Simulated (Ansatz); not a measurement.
## Molecular dynamics of GeNH7 (part 5 of 5)

GeNH7; RHF/def2-SVP (Ansatz 0.2.0). It belongs to a series of runs on one base structure; here: dynamics from the highest image of the converged band.

Geometry of the input (Å):
```
Ge -0.3085  0.0856  -0.2137
H  0.0121  0.5927  2.0247
H  0.8291  -0.8793  0.0592
H  -0.0251  1.5656  -0.3828
H  -0.9897  -0.3910  -1.5320
N  -1.8486  -0.2404  0.9740
H  -2.1372  -1.2028  1.0697
H  -2.6591  0.3383  0.8095
H  -1.1937  0.1312  1.7985
```

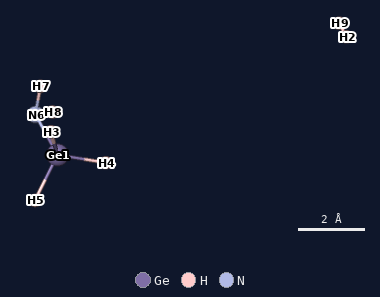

Figure 1. The geometry at step 175 of the log (ball-and-stick view, seen at a tilt; atoms are numbered from 1 in the order of the input).

### Trajectory as extended XYZ, continued
```
9
Properties=species:S:1:pos:R:3:forces:R:3 step=150 time_fs=75.0 energy=-58056.60424 temperature=2544.7
Ge   -0.4042    0.0462   -0.2400    1.4057   0.5926  -0.1873
H     4.2739    3.2618    7.5032   -1.4310  -0.3630   0.1836
H     0.6302   -0.8086    0.5224   -0.0120   0.1165  -0.1310
H    -0.2962    1.5378    0.1550    0.3037  -0.0517  -0.1302
H    -0.1658   -0.0788   -1.7579   -0.0841  -0.0421   0.1430
N    -2.0240   -0.4737    0.2732   -2.0134   0.5875  -0.0216
H    -2.0971   -1.0379    1.0818    0.0396  -0.5602   0.5226
H    -2.6852    0.2945    0.3786    0.3606  -0.6425  -0.1955
H     3.5137    3.0690    7.6008    1.4310   0.3630  -0.1836
9
Properties=species:S:1:pos:R:3:forces:R:3 step=152 time_fs=76.0 energy=-58056.36583 temperature=2289.3
Ge   -0.4072    0.0454   -0.2404    1.6914   0.6942  -0.0606
H     4.3836    3.3160    7.5878   -3.2473  -0.8282   0.4313
H     0.6006   -0.8355    0.5344    0.0226   0.2122  -0.1506
H    -0.3202    1.5411    0.1634    0.3730  -0.1250  -0.1394
H    -0.1398   -0.0736   -1.7438   -0.0760  -0.0478  -0.0413
N    -2.0200   -0.4761    0.2603   -2.1880   0.3686   0.0428
H    -2.0691   -1.0219    1.0836   -0.0224  -0.5457   0.5203
H    -2.6706    0.2960    0.3693    0.1995  -0.5565  -0.1713
H     3.5462    3.1024    7.6990    3.2473   0.8282  -0.4313
9
Properties=species:S:1:pos:R:3:forces:R:3 step=155 time_fs=77.5 energy=-58056.30393 temperature=2220.7
Ge   -0.4112    0.0445   -0.2410    2.0397   0.7999   0.0925
H     4.4901    3.3824    7.7224   -3.2558  -0.8364   0.4520
H     0.5568   -0.8718    0.5495    0.0934   0.3244  -0.1620
H    -0.3493    1.5437    0.1734    0.4567  -0.1947  -0.1384
H    -0.1021   -0.0668   -1.7237   -0.0550  -0.0535  -0.2917
N    -2.0167   -0.4794    0.2409   -2.0440  -0.7068   0.6365
H    -2.0277   -1.0067    1.0943   -0.1207  -0.1391  -0.0805
H    -2.6463    0.2892    0.3525   -0.3701  -0.0301  -0.0564
H     3.6529    3.1673    7.8387    3.2558   0.8364  -0.4519
9
Properties=species:S:1:pos:R:3:forces:R:3 step=158 time_fs=79.0 energy=-58056.46488 temperature=2386.5
Ge   -0.4146    0.0438   -0.2416    2.2730   0.8358   0.1140
H     4.5318    3.4321    7.8660    0.3484   0.0902  -0.0510
H     0.5150   -0.9012    0.5613    0.1881   0.3858  -0.1480
H    -0.3687    1.5422    0.1805    0.5108  -0.2007  -0.1180
H    -0.0657   -0.0610   -1.7098   -0.0501  -0.0519  -0.4178
N    -2.0165   -0.4837    0.2226   -1.7839  -1.6371   1.1872
H    -1.9891   -0.9947    1.1033   -0.2813   0.2310  -0.6816
H    -2.6298    0.2818    0.3346   -0.8566   0.4369   0.0643
H     3.8245    3.2489    7.9693   -0.3484  -0.0902   0.0510
9
Properties=species:S:1:pos:R:3:forces:R:3 step=160 time_fs=80.0 energy=-58056.19149 temperature=2097.5
Ge   -0.4165    0.0435   -0.2420    2.3613   0.8233   0.0284
H     4.5590    3.4651    7.9618    5.1586   1.3469  -0.7877
H     0.4893   -0.9163    0.5673    0.2598   0.3956  -0.1246
H    -0.3755    1.5388    0.1838    0.5293  -0.1688  -0.0946
H    -0.0420   -0.0578   -1.7053   -0.0693  -0.0464  -0.4027
N    -2.0180   -0.4879    0.2114   -1.8340  -1.6433   1.2651
H    -1.9664   -0.9844    1.1020   -0.3976   0.2712  -0.7561
H    -2.6283    0.2814    0.3232   -0.8494   0.3684   0.0846
H     3.9394    3.3034    8.0564   -5.1586  -1.3469   0.7878
9
Properties=species:S:1:pos:R:3:forces:R:3 step=162 time_fs=81.0 energy=-58056.20552 temperature=2110.2
Ge   -0.4181    0.0433   -0.2424    2.3953   0.7849  -0.1280
H     4.6322    3.5102    8.0505    4.7810   1.2595  -0.7666
H     0.4661   -0.9276    0.5721    0.3314   0.3821  -0.0921
H    -0.3773    1.5338    0.1862    0.5335  -0.1129  -0.0653
H    -0.0189   -0.0551   -1.7047   -0.1098  -0.0387  -0.3138
N    -2.0208   -0.4933    0.2010   -2.0830  -1.1414   1.0595
H    -1.9476   -0.9717    1.0937   -0.4882   0.1307  -0.5111
H    -2.6348    0.2842    0.3126   -0.5792  -0.0047   0.0507
H     4.0084    3.3459    8.1505   -4.7810  -1.2594   0.7667
9
Properties=species:S:1:pos:R:3:forces:R:3 step=165 time_fs=82.5 energy=-58056.35442 temperature=2269.8
Ge   -0.4199    0.0431   -0.2430    2.3442   0.6840  -0.4263
H     4.8089    3.5954    8.1729   -1.7143  -0.4565   0.2905
H     0.4374   -0.9378    0.5779    0.4233   0.3299  -0.0355
H    -0.3704    1.5245    0.1887    0.5114  -0.0025  -0.0151
H     0.0135   -0.0516   -1.7089   -0.2003  -0.0275  -0.0964
N    -2.0276   -0.5025    0.1866   -2.4682  -0.0623   0.3630
H    -1.9282   -0.9511    1.0737   -0.5422  -0.2741   0.2440
H    -2.6538    0.2870    0.2974   -0.0683  -0.6474  -0.0338
H     4.0449    3.3920    8.3024    1.7143   0.4565  -0.2905
9
Properties=species:S:1:pos:R:3:forces:R:3 step=168 time_fs=84.0 energy=-58056.10160 temperature=1999.2
Ge   -0.4210    0.0432   -0.2438    2.1781   0.5427  -0.6774
H     4.9576    3.6731    8.3001   -3.5268  -0.9460   0.6208
H     0.4177   -0.9409    0.5828    0.4777   0.2613   0.0133
H    -0.3526    1.5152    0.1909    0.4556   0.1044   0.0322
H     0.0415   -0.0487   -1.7152   -0.3003  -0.0219   0.1262
N    -2.0383   -0.5120    0.1729   -2.3778   0.4684  -0.1655
H    -1.9204   -0.9361    1.0585   -0.5442  -0.5373   0.7519
H    -2.6748    0.2767    0.2816    0.1108  -0.8176  -0.0806
H     4.1095    3.4456    8.4495    3.5268   0.9460  -0.6208
9
Properties=species:S:1:pos:R:3:forces:R:3 step=170 time_fs=85.0 energy=-58056.21324 temperature=2120.4
Ge   -0.4213    0.0433   -0.2444    2.0120   0.4405  -0.7591
H     5.0167    3.7141    8.3920   -3.1262  -0.8425   0.5631
H     0.4103   -0.9398    0.5862    0.4854   0.2187   0.0321
H    -0.3352    1.5100    0.1927    0.4012   0.1520   0.0554
H     0.0568   -0.0471   -1.7181   -0.3567  -0.0229   0.2327
N    -2.0474   -0.5179    0.1636   -1.9340   0.2672  -0.0835
H    -1.9217   -0.9322    1.0567   -0.5683  -0.4791   0.6020
H    -2.6878    0.2603    0.2701   -0.0395  -0.5765  -0.0795
H     4.1926    3.4920    8.5404    3.1262   0.8425  -0.5631
9
Properties=species:S:1:pos:R:3:forces:R:3 step=172 time_fs=86.0 energy=-58056.44779 temperature=2370.7
Ge   -0.4214    0.0435   -0.2450    1.8098   0.3460  -0.7488
H     5.0467    3.7473    8.4891   -1.1333  -0.3070   0.2094
H     0.4074   -0.9366    0.5899    0.4668   0.1846   0.0362
H    -0.3140    1.5063    0.1950    0.3349   0.1684   0.0675
H     0.0686   -0.0457   -1.7189   -0.3970  -0.0281   0.2864
N    -2.0579   -0.5237    0.1543   -1.2593  -0.2432   0.2823
H    -1.9285   -0.9328    1.0604   -0.6100  -0.2847   0.1396
H    -2.7012    0.2384    0.2579   -0.3452  -0.1430  -0.0633
H     4.3048    3.5463    8.6262    1.1333   0.3070  -0.2094
9
Properties=species:S:1:pos:R:3:forces:R:3 step=175 time_fs=87.5 energy=-58056.24573 temperature=2159.9
Ge   -0.4211    0.0439   -0.2463    1.4581   0.2420  -0.5571
H     5.0868    3.7959    8.6355    5.4668   1.4973  -1.0643
H     0.4114   -0.9284    0.5960    0.3903   0.1516   0.0159
H    -0.2764    1.5037    0.1996    0.2168   0.1268   0.0608
H     0.0792   -0.0441   -1.7150   -0.4192  -0.0430   0.2551
N    -2.0751   -0.5328    0.1408   -0.2813  -0.8953   0.8494
H    -1.9496   -0.9382    1.0669   -0.6292  -0.0047  -0.5590
H    -2.7285    0.2044    0.2384   -0.7356   0.4226  -0.0652
H     4.4779    3.6291    8.7540   -5.4668  -1.4973   1.0643
9
Properties=species:S:1:pos:R:3:forces:R:3 step=178 time_fs=89.0 energy=-58056.53359 temperature=2461.8
Ge   -0.4204    0.0444   -0.2477    1.0757   0.1896  -0.1908
H     5.2223    3.8706    8.7633    1.7514   0.4857  -0.3608
H     0.4237   -0.9171    0.6025    0.2683   0.1335  -0.0273
H    -0.2341    1.5038    0.2055    0.0820   0.0238   0.0273
H     0.0809   -0.0434   -1.7058   -0.3938  -0.0643   0.0981
N    -2.0928   -0.5432    0.1286    0.0279  -0.6471   0.9565
H    -1.9841   -0.9441    1.0623   -0.5307   0.0296  -0.7033
H    -2.7705    0.1783    0.2174   -0.5293   0.3349  -0.1605
H     4.5556    3.6857    8.9006   -1.7514  -0.4857   0.3608
9
Properties=species:S:1:pos:R:3:forces:R:3 step=180 time_fs=90.0 energy=-58056.53514 temperature=2470.2
Ge   -0.4197    0.0447   -0.2486    0.8146   0.1697   0.1129
H     5.3430    3.9288    8.8423   -1.9604  -0.5470   0.4148
H     0.4353   -0.9078    0.6065    0.1741   0.1223  -0.0621
H    -0.2048    1.5042    0.2098   -0.0133  -0.0572  -0.0043
H     0.0772   -0.0437   -1.6983   -0.3554  -0.0799  -0.0563
N    -2.1046   -0.5506    0.1212   -0.1233  -0.0353   0.6917
H    -2.0136   -0.9477    1.0510   -0.4103  -0.1022  -0.4283
H    -2.8052    0.1652    0.2016   -0.0863  -0.0173  -0.2535
H     4.5771    3.7151    9.0044    1.9604   0.5470  -0.4148
9
Properties=species:S:1:pos:R:3:forces:R:3 step=182 time_fs=91.0 energy=-58056.35396 temperature=2276.7
Ge   -0.4189    0.0451   -0.2496    0.5535   0.1461   0.4272
H     5.4464    3.9821    8.9250   -3.3422  -0.9371   0.7224
H     0.4486   -0.8975    0.6099    0.0800   0.1063  -0.0967
H    -0.1756    1.5041    0.2141   -0.1087  -0.1301  -0.0381
H     0.0702   -0.0448   -1.6913   -0.3080  -0.0945  -0.2243
N    -2.1165   -0.5582    0.1144   -0.3094   0.6298   0.2376
H    -2.0470   -0.9523    1.0357   -0.2774  -0.3039   0.0244
H    -2.8408    0.1518    0.1834    0.3700  -0.3536  -0.3301
H     4.6159    3.7492    9.1045    3.3422   0.9371  -0.7223
9
Properties=species:S:1:pos:R:3:forces:R:3 step=185 time_fs=92.5 energy=-58056.42664 temperature=2355.6
Ge   -0.4176    0.0456   -0.2509    0.1732   0.0784   0.8324
H     5.5423    4.0455    9.0619   -2.9768  -0.8404   0.6622
H     0.4696   -0.8801    0.6133   -0.0443   0.0646  -0.1403
H    -0.1340    1.5015    0.2197   -0.2421  -0.1957  -0.0838
H     0.0542   -0.0481   -1.6853   -0.2411  -0.1093  -0.4340
N    -2.1347   -0.5685    0.1042   -0.2399   1.1800  -0.3283
H    -2.1018   -0.9653    1.0144   -0.1131  -0.5207   0.5331
H    -2.8867    0.1251    0.1501    0.7073  -0.4973  -0.3791
H     4.7332    3.8171    9.2419    2.9768   0.8404  -0.6622
9
Properties=species:S:1:pos:R:3:forces:R:3 step=188 time_fs=94.0 energy=-58056.60904 temperature=2544.9
Ge   -0.4163    0.0462   -0.2520   -0.1801  -0.0442   1.0424
H     5.5800    4.0925    9.2117    1.2967   0.3692  -0.2988
H     0.4898   -0.8613    0.6136   -0.1319  -0.0052  -0.1639
H    -0.0975    1.4947    0.2236   -0.3499  -0.1854  -0.1143
H     0.0330   -0.0537   -1.6884   -0.2044  -0.1080  -0.5018
N    -2.1532   -0.5772    0.0937    0.4016   0.8544  -0.1808
H    -2.1591   -0.9888    1.0033    0.0064  -0.3791   0.2863
H    -2.9183    0.0886    0.1087    0.4583  -0.1324  -0.3679
H     4.9087    3.9014    9.3664   -1.2967  -0.3692   0.2988
9
Properties=species:S:1:pos:R:3:forces:R:3 step=190 time_fs=95.0 energy=-58056.33429 temperature=2259.6
Ge   -0.4154    0.0466   -0.2525   -0.4000  -0.1570   1.0355
H     5.6146    4.1266    9.3094    5.6780   1.6291  -1.3499
H     0.5018   -0.8488    0.6119   -0.1654  -0.0675  -0.1646
H    -0.0773    1.4880    0.2248   -0.4020  -0.1333  -0.1232
H     0.0164   -0.0588   -1.6964   -0.2011  -0.0954  -0.4410
N    -2.1653   -0.5822    0.0865    1.0103   0.3134   0.2259
H    -2.1974   -1.0092    0.9998    0.0876  -0.1198  -0.1786
H    -2.9335    0.0621    0.0767    0.0706   0.2596  -0.3538
H     5.0163    3.9549    9.4516   -5.6780  -1.6291   1.3499
9
Properties=species:S:1:pos:R:3:forces:R:3 step=192 time_fs=96.0 energy=-58056.46464 temperature=2391.1
Ge   -0.4146    0.0470   -0.2529   -0.6128  -0.2909   0.9168
H     5.6989    4.1749    9.3952    3.7106   1.0736  -0.9117
H     0.5122   -0.8369    0.6087   -0.1784  -0.1392  -0.1528
H    -0.0609    1.4801    0.2249   -0.4365  -0.0498  -0.1224
H    -0.0022   -0.0648   -1.7086   -0.2088  -0.0731  -0.3042
N    -2.1767   -0.5870    0.0795    1.5328  -0.1578   0.6030
H    -2.2348   -1.0308    0.9945    0.1691   0.1446  -0.5963
H    -2.9481    0.0380    0.0413   -0.2654   0.5661  -0.3440
H     5.0742    3.9941    9.5486   -3.7106  -1.0735   0.9117
9
Properties=species:S:1:pos:R:3:forces:R:3 step=195 time_fs=97.5 energy=-58056.48869 temperature=2420.3
Ge   -0.4135    0.0474   -0.2533   -0.9309  -0.5184   0.5989
H     5.8761    4.2620    9.5115   -2.1705  -0.6340   0.5531
H     0.5246   -0.8218    0.6011   -0.1644  -0.2509  -0.1166
H    -0.0442    1.4676    0.2228   -0.4566   0.1126  -0.1052
H    -0.0338   -0.0749   -1.7317   -0.2197  -0.0252  -0.0176
N    -2.1918   -0.5943    0.0697    1.7354  -0.1891   0.6894
H    -2.2877   -1.0601    0.9756    0.2488   0.3454  -0.7601
H    -2.9746    0.0121   -0.0179   -0.2125   0.5255  -0.2888
H     5.1102    4.0383    9.7066    2.1705   0.6340  -0.5531
9
Properties=species:S:1:pos:R:3:forces:R:3 step=198 time_fs=99.0 energy=-58056.25134 temperature=2164.2
Ge   -0.4127    0.0478   -0.2535   -1.2538  -0.7518   0.2434
H     6.0145    4.3378    9.6377   -3.4566  -1.0166   0.9040
H     0.5336   -0.8121    0.5910   -0.1268  -0.3425  -0.0723
H    -0.0372    1.4575    0.2185   -0.4471   0.2737  -0.0766
H    -0.0701   -0.0856   -1.7552   -0.2030   0.0308   0.2634
N    -2.2042   -0.6019    0.0610    1.3759   0.5731   0.0338
H    -2.3354   -1.0826    0.9413    0.2221   0.2062  -0.2825
H    -3.0046   -0.0034   -0.0831    0.4327   0.0106  -0.1092
H     5.1850    4.0938    9.8547    3.4566   1.0166  -0.9039
9
Properties=species:S:1:pos:R:3:forces:R:3 step=200 time_fs=100.0 energy=-58056.35709 temperature=2277.9
Ge   -0.4123    0.0479   -0.2536   -1.4643  -0.8915   0.0524
H     6.0670    4.3766    9.7323   -2.8076  -0.8294   0.7465
H     0.5380   -0.8096    0.5834   -0.1016  -0.3778  -0.0481
H    -0.0380    1.4538    0.2147   -0.4309   0.3503  -0.0574
H    -0.0968   -0.0925   -1.7681   -0.1684   0.0672   0.3995
N    -2.2113   -0.6065    0.0552    1.1955   1.1631  -0.6063
H    -2.3646   -1.0949    0.9144    0.1460  -0.0110   0.2132
H    -3.0205   -0.0128   -0.1282    0.8238  -0.3003   0.0468
H     5.2747    4.1425    9.9429    2.8076   0.8294  -0.7465
```

### Key numbers

| quantity | value |
| --- | --- |
| outcome | finished |
| mean temperature over the second half | 2295 K |
| trajectory | 200 steps, 100 fs |
| ensemble | nve |
| temperature in the input | 100.0 K |
| time step | 0.5 fs |
| potential energy (last step) | −58056.3571 eV |
| mean-field energy (last step) | −58056.3571 eV |
| largest force (length of the vector) (last step) | 3.021 eV/Å |
| wall time | 3.4 min |
| peak memory | 0.17 GiB |

### Notes

So short a trajectory is not equilibrated.
